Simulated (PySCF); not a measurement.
Vertical excitations of a molecule C3H5, multiplicity 2 from TDA-CAM-B3LYP/def2-SVPD (PySCF 2.14.0), as energy in eV (oscillator strength): 4.12 (0.004), 5.63 (0.000), 6.07 (0.000), 6.20 (0.472), 6.36 (0.028), 6.40 (0.000), 6.47 (0.000), 7.12 (0.000), 7.63 (0.000), 7.75 (0.001). Coordinates come from a ωB97X-D3(BJ)/def2-TZVP optimisation. One conformer was computed; it need not be the lowest.

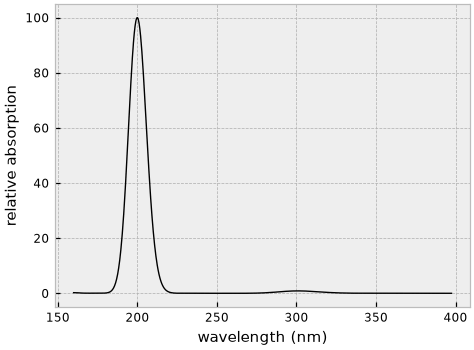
Figure. The lines broadened by 0.4 eV.

Which structure fits?
A. C=[C]C
B. [CH2]C=C
C. [CH]=CC

B, [CH2]C=C
